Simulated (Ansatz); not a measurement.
## Run report: WH₆, nudged elastic band (part 1 of 2)

WH₆, computed with RKS revPBE/def2-TZVP (Ansatz 0.2.0).

The run did not end well. It belongs to a series of runs on one base structure; here: band between the two ends.

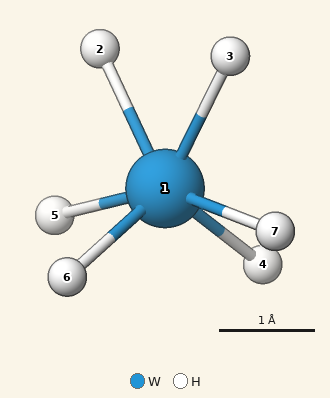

*The structure as given in the input (ball-and-stick view, seen at a tilt; atoms are numbered from 1 in the order of the input). Sticks mark near contacts.*

Bond lengths as drawn: H–W 1.70 to 1.79 Å.

**Input**
```yaml
crystal:
  periodic: [false, false, false]
  atoms:
    - { symbol: W, position_ang: [0.088083, 0.0, 0.088083] }
    - { symbol: H, position_ang: [0.454919, -0.056296, 1.750522] }
    - { symbol: H, position_ang: [1.750522, 0.056296, 0.454919] }
    - { symbol: H, position_ang: [-0.538417, 1.470178, -0.512355] }
    - { symbol: H, position_ang: [-1.406068, 0.100518, 1.063016] }
    - { symbol: H, position_ang: [-0.512355, -1.470178, -0.538417] }
    - { symbol: H, position_ang: [1.063016, -0.100518, -1.406068] }
basis:
  gaussian: { orbitals: def2-TZVP }
hamiltonian:
  xc: revpbe
neb:
  order_check: false
  images: 5
  f_tol: 0.03
  max_iterations: 60
  final_atoms:
    - { symbol: W, position_ang: [-0.92102814, 0.0, -0.92102814] }
    - { symbol: H, position_ang: [2.48889979, -0.02030155, 3.01758592] }
    - { symbol: H, position_ang: [3.01758592, 0.02030155, 2.48889979] }
    - { symbol: H, position_ang: [-0.27401945, 1.42015011, -0.21870884] }
    - { symbol: H, position_ang: [-2.59826722, 0.09810629, -0.59476206] }
    - { symbol: H, position_ang: [-0.21870884, -1.42015011, -0.27401945] }
    - { symbol: H, position_ang: [-0.59476206, -0.09810629, -2.59826722] }
  initial_path:
    images:
      - { positions_ang: [[0.088083, 0.0, 0.088083], [0.454919, -0.056296, 1.750522], [1.750522, 0.056296, 0.454919], [-0.538417, 1.470178, -0.512355], [-1.406068, 0.100518, 1.063016], [-0.512355, -1.470178, -0.538417], [1.063016, -0.100518, -1.406068]] }
      - { positions_ang: [[0.058722, 0.0, 0.058722], [0.62088811, -0.03548628, 1.72263922], [1.72263922, 0.03548628, 0.62088811], [-0.35402051, 1.55340971, -0.34649415], [-1.51069085, 0.07193615, 0.70865619], [-0.34649415, -1.55340971, -0.35402051], [0.70865619, -0.07193615, -1.51069085]] }
      - { positions_ang: [[0.029361, 0.0, 0.029361], [0.78685723, -0.01467657, 1.69475644], [1.69475644, 0.01467657, 0.78685723], [-0.16962403, 1.63664141, -0.18063331], [-1.61531371, 0.04335431, 0.35429637], [-0.18063331, -1.63664141, -0.16962403], [0.35429637, -0.04335431, -1.61531371]] }
      - { positions_ang: [[0.0, 0.0, 0.0], [0.95282634, 0.00613315, 1.66687366], [1.66687366, -0.00613315, 0.95282634], [0.01477246, 1.71987312, -0.01477246], [-1.71993656, 0.01477246, -6.344e-05], [-0.01477246, -1.71987312, 0.01477246], [-6.344e-05, -0.01477246, -1.71993656]] }
      - { positions_ang: [[-0.30700938, 0.0, -0.30700938], [1.46485082, -0.00267842, 2.11711108], [2.11711108, 0.00267842, 1.46485082], [-0.08149151, 1.61996545, -0.08275125], [-2.01271345, 0.0425504, -0.19829631], [-0.08275125, -1.61996545, -0.08149151], [-0.19829631, -0.0425504, -2.01271345]] }
      - { positions_ang: [[-0.61401876, 0.0, -0.61401876], [1.97687531, -0.01148999, 2.5673485], [2.5673485, 0.01148999, 1.97687531], [-0.17775548, 1.52005778, -0.15073004], [-2.30549034, 0.07032835, -0.39652919], [-0.15073004, -1.52005778, -0.17775548], [-0.39652919, -0.07032835, -2.30549034]] }
      - { positions_ang: [[-0.92102814, 0.0, -0.92102814], [2.48889979, -0.02030155, 3.01758592], [3.01758592, 0.02030155, 2.48889979], [-0.27401945, 1.42015011, -0.21870884], [-2.59826722, 0.09810629, -0.59476206], [-0.21870884, -1.42015011, -0.27401945], [-0.59476206, -0.09810629, -2.59826722]] }
```

Run on 2 threads of Arm Neoverse V1, 24 GiB of memory available, shared host.

Launched with:
```bash
ansatz run input.yaml --threads 2 --pin off --max-ram 3072MiB --backend cpu --events-out ev --progress --plain --runs-dir out
```

**Output**
```
Engine: ansatz 0.2.0, aarch64-unknown-linux-gnu
Functional definition: revPBE
  parameter kappa = 1.245
  parameter beta = 0.06672455060314922
  exchange = pbe_x(kappa = kappa, mu = beta*pi^2/3)
  correlation = pbe_c(beta = beta)
588 factors; their error is unknown
mean field evaluation 1: about -1920.4581 eV, gradient 1.6e1 eV
mean field evaluation 2: about -1920.7396 eV, gradient 1.6e1 eV
mean field evaluation 4: about -1921.3691 eV, gradient 1.4e0 eV
mean field evaluation 8: about -1921.3639 eV, gradient 2.9e-2 eV
mean field evaluation 16: about -1915.7857 eV, gradient 6.2e0 eV
mean field -1921.36387585 eV, -70.6088200903 hartree, gradient 5.5e-5 eV, S^2 0.000000; 3 other end points of the search recorded, 0 dependent functions left out
the calculation of the forces begins
reference -1921.36392947 eV, -70.6088220608 hartree; 10, 10 occupied and 66, 66 virtual orbitals, 588 factors
588 factors; their error is unknown
mean field evaluation 32: about -1920.0245 eV, gradient 1.1e1 eV
mean field evaluation 64: about -1917.6888 eV, gradient 5.9e0 eV
mean field evaluation 96: about -1917.0141 eV, gradient 3.0e0 eV
mean field evaluation 128: about -1917.6888 eV, gradient 5.9e0 eV
mean field -1920.51474316 eV, -70.5776150393 hartree, gradient 2.3e-5 eV, S^2 0.000000; 12 other end points of the search recorded, 0 dependent functions left out
[... from here on the field's lines of each further geometry are left out, up to the last ...]
WARN: the results are in doubt because the forces break the atoms' symmetry
NEB iter   1: max|band force component| = 4.470e0 eV/Å  barrier→ = 3.6033 eV  barrier← = 2.7542 eV  Δτ_max = 0.2000 Å  (2251 SCF iters)
NEB iter   2: max|band force component| = 3.197e0 eV/Å  barrier→ = 2.2812 eV  barrier← = 1.4320 eV  Δτ_max = 0.2000 Å  (349 SCF iters)
NEB iter   3: max|band force component| = 4.857e0 eV/Å  barrier→ = 1.8710 eV  barrier← = 1.0219 eV  Δτ_max = 0.1009 Å  (297 SCF iters)
NEB iter   4: max|band force component| = 2.841e0 eV/Å  barrier→ = 1.2889 eV  barrier← = 0.4398 eV  Δτ_max = 0.2000 Å  (285 SCF iters)
NEB iter   5: max|band force component| = 9.538e-1 eV/Å  barrier→ = 0.9487 eV  barrier← = 0.0995 eV  Δτ_max = 0.2000 Å  (279 SCF iters)
NEB iter   6: max|band force component| = 2.673e0 eV/Å  barrier→ = 0.9436 eV  barrier← = 0.0944 eV  Δτ_max = 0.1005 Å  (294 SCF iters)
NEB iter   7: max|band force component| = 1.072e0 eV/Å  barrier→ = 0.9252 eV  barrier← = 0.0760 eV  Δτ_max = 0.2000 Å  (273 SCF iters)
NEB iter   8: max|band force component| = 1.235e0 eV/Å  barrier→ = 0.9266 eV  barrier← = 0.0775 eV  Δτ_max = 0.1004 Å  (268 SCF iters)
NEB iter   9: max|band force component| = 5.403e-1 eV/Å  barrier→ = 0.9057 eV  barrier← = 0.0566 eV  Δτ_max = 0.2000 Å  (277 SCF iters)
NEB iter  10: max|band force component| = 8.125e-1 eV/Å  barrier→ = 0.8985 eV  barrier← = 0.0494 eV  Δτ_max = 0.0994 Å  (229 SCF iters)
NEB iter  11: max|band force component| = 5.342e-1 eV/Å  barrier→ = 0.8935 eV  barrier← = 0.0444 eV  Δτ_max = 0.1003 Å  (198 SCF iters)
NEB iter  12: max|band force component| = 6.231e-1 eV/Å  barrier→ = 0.8888 eV  barrier← = 0.0397 eV  Δτ_max = 0.1974 Å  (196 SCF iters)
NEB iter  13: max|band force component| = 4.933e-1 eV/Å  barrier→ = 0.8808 eV  barrier← = 0.0317 eV  CI = image 4  Δτ_max = 0.2000 Å  (202 SCF iters)
NEB iter  14: max|band force component| = 4.531e-1 eV/Å  barrier→ = 0.8980 eV  barrier← = 0.0489 eV  CI = image 4  Δτ_max = 0.1983 Å  (199 SCF iters)
NEB iter  15: max|band force component| = 4.408e-1 eV/Å  barrier→ = 0.8971 eV  barrier← = 0.0479 eV  CI = image 4  Δτ_max = 0.1734 Å  (188 SCF iters)
NEB iter  16: max|band force component| = 4.790e-1 eV/Å  barrier→ = 0.8957 eV  barrier← = 0.0465 eV  CI = image 4  Δτ_max = 0.0904 Å  (186 SCF iters)
NEB iter  17: max|band force component| = 4.425e-1 eV/Å  barrier→ = 0.8952 eV  barrier← = 0.0460 eV  CI = image 4  Δτ_max = 0.0886 Å  (180 SCF iters)
NEB iter  18: max|band force component| = 6.604e-1 eV/Å  barrier→ = 0.8951 eV  barrier← = 0.0459 eV  CI = image 4  Δτ_max = 0.1620 Å  (193 SCF iters)
NEB iter  19: max|band force component| = 8.178e-1 eV/Å  barrier→ = 0.8951 eV  barrier← = 0.0459 eV  CI = image 4  Δτ_max = 0.0817 Å  (197 SCF iters)
NEB iter  20: max|band force component| = 7.804e-1 eV/Å  barrier→ = 0.8951 eV  barrier← = 0.0459 eV  CI = image 4  Δτ_max = 0.1642 Å  (166 SCF iters)
NEB iter  21: max|band force component| = 9.297e-1 eV/Å  barrier→ = 0.8951 eV  barrier← = 0.0459 eV  CI = image 4  Δτ_max = 0.1843 Å  (171 SCF iters)
NEB iter  22: max|band force component| = 6.721e-1 eV/Å  barrier→ = 0.8951 eV  barrier← = 0.0459 eV  CI = image 4  Δτ_max = 0.1959 Å  (163 SCF iters)
NEB iter  23: max|band force component| = 6.428e-1 eV/Å  barrier→ = 0.8951 eV  barrier← = 0.0459 eV  CI = image 4  Δτ_max = 0.1150 Å  (167 SCF iters)
NEB iter  24: max|band force component| = 8.081e-1 eV/Å  barrier→ = 0.8950 eV  barrier← = 0.0459 eV  CI = image 4  Δτ_max = 0.0223 Å  (164 SCF iters)
NEB iter  25: max|band force component| = 3.466e-1 eV/Å  barrier→ = 0.8950 eV  barrier← = 0.0459 eV  CI = image 4  Δτ_max = 0.0095 Å  (176 SCF iters)
NEB iter  26: max|band force component| = 3.160e-1 eV/Å  barrier→ = 0.8950 eV  barrier← = 0.0459 eV  CI = image 4  Δτ_max = 0.0057 Å  (173 SCF iters)
NEB iter  27: max|band force component| = 3.265e-1 eV/Å  barrier→ = 0.8950 eV  barrier← = 0.0459 eV  CI = image 4  Δτ_max = 0.0057 Å  (167 SCF iters)
NEB iter  28: max|band force component| = 3.376e-1 eV/Å  barrier→ = 0.8950 eV  barrier← = 0.0458 eV  CI = image 4  Δτ_max = 0.0112 Å  (180 SCF iters)
NEB iter  29: max|band force component| = 3.302e-1 eV/Å  barrier→ = 0.8949 eV  barrier← = 0.0458 eV  CI = image 4  Δτ_max = 0.0587 Å  (157 SCF iters)
NEB iter  30: max|band force component| = 1.370e-1 eV/Å  barrier→ = 0.8948 eV  barrier← = 0.0457 eV  CI = image 4  Δτ_max = 0.1192 Å  (196 SCF iters)
NEB iter  31: max|band force component| = 1.057e-1 eV/Å  barrier→ = 0.8947 eV  barrier← = 0.0455 eV  CI = image 4  Δτ_max = 0.2000 Å  (193 SCF iters)
NEB iter  32: max|band force component| = 3.187e-1 eV/Å  barrier→ = 0.8944 eV  barrier← = 0.0453 eV  CI = image 4  Δτ_max = 0.0700 Å  (197 SCF iters)
NEB iter  33: max|band force component| = 2.588e-1 eV/Å  barrier→ = 0.8941 eV  barrier← = 0.0449 eV  CI = image 4  Δτ_max = 0.0764 Å  (192 SCF iters)
NEB iter  34: max|band force component| = 5.657e-2 eV/Å  barrier→ = 0.8936 eV  barrier← = 0.0444 eV  CI = image 4  Δτ_max = 0.0615 Å  (192 SCF iters)
NEB iter  35: max|band force component| = 7.503e-2 eV/Å  barrier→ = 0.8929 eV  barrier← = 0.0438 eV  CI = image 4  Δτ_max = 0.0317 Å  (191 SCF iters)
NEB iter  36: max|band force component| = 9.824e-2 eV/Å  barrier→ = 0.8915 eV  barrier← = 0.0424 eV  CI = image 4  Δτ_max = 0.0545 Å  (178 SCF iters)
NEB iter  37: max|band force component| = 1.905e-1 eV/Å  barrier→ = 0.8904 eV  barrier← = 0.0413 eV  CI = image 4  Δτ_max = 0.0274 Å  (195 SCF iters)
NEB iter  38: max|band force component| = 1.182e-1 eV/Å  barrier→ = 0.8889 eV  barrier← = 0.0398 eV  CI = image 4  Δτ_max = 0.0547 Å  (193 SCF iters)
NEB iter  39: max|band force component| = 6.719e-2 eV/Å  barrier→ = 0.8852 eV  barrier← = 0.0360 eV  CI = image 4  Δτ_max = 0.0547 Å  (177 SCF iters)
NEB iter  40: max|band force component| = 4.488e-2 eV/Å  barrier→ = 0.8810 eV  barrier← = 0.0319 eV  CI = image 4  Δτ_max = 0.0548 Å  (192 SCF iters)
NEB iter  41: max|band force component| = 3.159e-2 eV/Å  barrier→ = 0.8770 eV  barrier← = 0.0279 eV  CI = image 4  Δτ_max = 0.0548 Å  (189 SCF iters)
NEB iter  42: max|band force component| = 6.259e-2 eV/Å  barrier→ = 0.8728 eV  barrier← = 0.0236 eV  CI = image 4  Δτ_max = 0.0274 Å  (190 SCF iters)
NEB iter  43: max|band force component| = 1.554e-1 eV/Å  barrier→ = 0.8703 eV  barrier← = 0.0212 eV  CI = image 4  Δτ_max = 0.0137 Å  (189 SCF iters)
NEB iter  44: max|band force component| = 6.665e-2 eV/Å  barrier→ = 0.8692 eV  barrier← = 0.0201 eV  CI = image 4  Δτ_max = 0.0274 Å  (194 SCF iters)
NEB iter  45: max|band force component| = 7.767e-2 eV/Å  barrier→ = 0.8666 eV  barrier← = 0.0175 eV  CI = image 4  Δτ_max = 0.0548 Å  (191 SCF iters)
NEB iter  46: max|band force component| = 6.844e-2 eV/Å  barrier→ = 0.8612 eV  barrier← = 0.0121 eV  CI = image 4  Δτ_max = 0.0274 Å  (186 SCF iters)
NEB iter  47: max|band force component| = 1.289e-1 eV/Å  barrier→ = 0.8590 eV  barrier← = 0.0099 eV  CI = image 4  Δτ_max = 0.0548 Å  (189 SCF iters)
NEB iter  48: max|band force component| = 3.431e-1 eV/Å  barrier→ = 0.8555 eV  barrier← = 0.0064 eV  CI = image 4  Δτ_max = 0.1095 Å  (190 SCF iters)
NEB iter  49: max|band force component| = 8.339e-1 eV/Å  barrier→ = 0.8504 eV  barrier← = 0.0012 eV  CI = image 4  Δτ_max = 0.2000 Å  (189 SCF iters)
NEB iter  50: max|band force component| = 2.350e0 eV/Å  barrier→ = 0.8457 eV  barrier← = -0.0035 eV  CI = image 5  Δτ_max = 0.2000 Å  (198 SCF iters)
NEB iter  51: max|band force component| = 9.398e-1 eV/Å  barrier→ = 0.8885 eV  barrier← = 0.0393 eV  CI = image 4  Δτ_max = 0.2000 Å  (226 SCF iters)
NEB iter  52: max|band force component| = 5.737e-1 eV/Å  barrier→ = 0.8495 eV  barrier← = 0.0004 eV  CI = image 4  Δτ_max = 0.1982 Å  (199 SCF iters)
NEB iter  53: max|band force component| = 5.182e0 eV/Å  barrier→ = 0.8457 eV  barrier← = -0.0035 eV  CI = image 5  Δτ_max = 0.0998 Å  (202 SCF iters)
NEB iter  54: max|band force component| = 6.145e-1 eV/Å  barrier→ = 0.8497 eV  barrier← = 0.0006 eV  CI = image 4  Δτ_max = 0.1929 Å  (188 SCF iters)
NEB iter  55: max|band force component| = 1.168e0 eV/Å  barrier→ = 0.8457 eV  barrier← = -0.0035 eV  CI = image 5  Δτ_max = 0.1006 Å  (208 SCF iters)
NEB iter  56: max|band force component| = 1.004e0 eV/Å  barrier→ = 0.8515 eV  barrier← = 0.0023 eV  CI = image 4  Δτ_max = 0.2000 Å  (201 SCF iters)
NEB iter  57: max|band force component| = 8.281e-1 eV/Å  barrier→ = 0.8498 eV  barrier← = 0.0006 eV  CI = image 4  Δτ_max = 0.1969 Å  (210 SCF iters)
NEB iter  58: max|band force component| = 1.138e0 eV/Å  barrier→ = 0.8460 eV  barrier← = -0.0031 eV  CI = image 5  Δτ_max = 0.1986 Å  (211 SCF iters)
NEB iter  59: max|band force component| = 7.324e-1 eV/Å  barrier→ = 0.8458 eV  barrier← = -0.0034 eV  CI = image 5  Δτ_max = 0.1999 Å  (191 SCF iters)
the calculation of the forces begins
reference -1920.51983751 eV, -70.5778022532 hartree; 10, 10 occupied and 66, 66 virtual orbitals, 588 factors
these checks for a lower state are left out or cut short: starts, cluster_reference, orbital_swaps, neighbouring_geometries, increment
588 factors; their error is unknown
mean field -1920.51773202 eV, -70.5777248781 hartree, gradient 9.1e-6 eV, S^2 0.000000; 1 other end points of the search recorded, 0 dependent functions left out
the calculation of the forces begins
reference -1920.51779168 eV, -70.5777270707 hartree; 10, 10 occupied and 66, 66 virtual orbitals, 588 factors
NEB iter  60: max|band force component| = 2.972e-1 eV/Å  barrier→ = 0.8461 eV  barrier← = -0.0030 eV  CI = image 5  Δτ_max = 0.2000 Å  (222 SCF iters)
```
